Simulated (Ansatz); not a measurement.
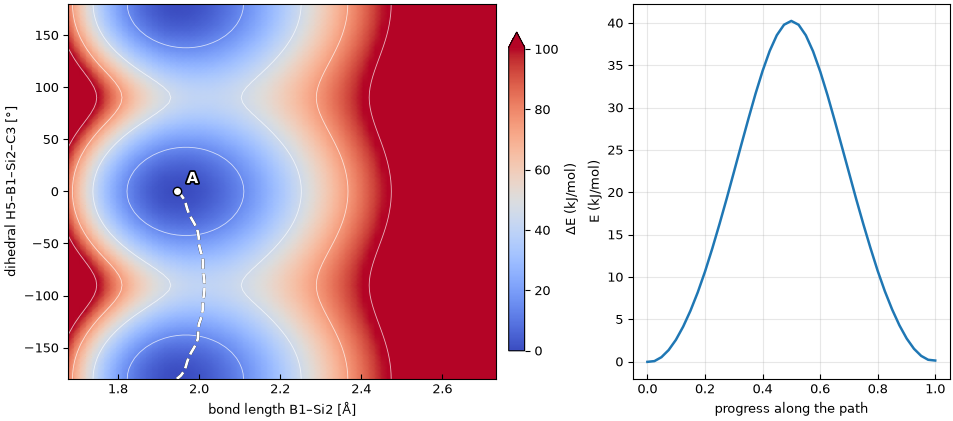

CH₄BBrSi, SMILES B[SiH]=CBr. First axis: bond length B1–Si2. Second axis: dihedral H5–B1–Si2–C3. Nothing is relaxed (all other coordinates rigid). The grid has 11 × 12 points; 90 points were computed and 42 follow by symmetry. Points are written as (first, second). Energies are in kJ/mol, from the relaxed molecule at the same level. Method: RKS r2SCAN-D4/def2-TZVP in Ansatz.

The picture shows a smooth colour map with a few white contour lines, a line along the lowest path, one colour for all values above the top of the scale, the energy along the path at the right, the start A. Between grid points the surface is interpolated.

**Describe the path and its barrier.**

The easiest path leads from the well at about (1.95 Å, 0°) to a well of about the same depth at about (1.95 Å, −180°). Its highest point lies about 40 kJ/mol above the bottom of the first well on the interpolated surface, at (1.995 Å, −90°). The start is the relaxed structure and all else is held, so a fully relaxed path at this level can only be lower.
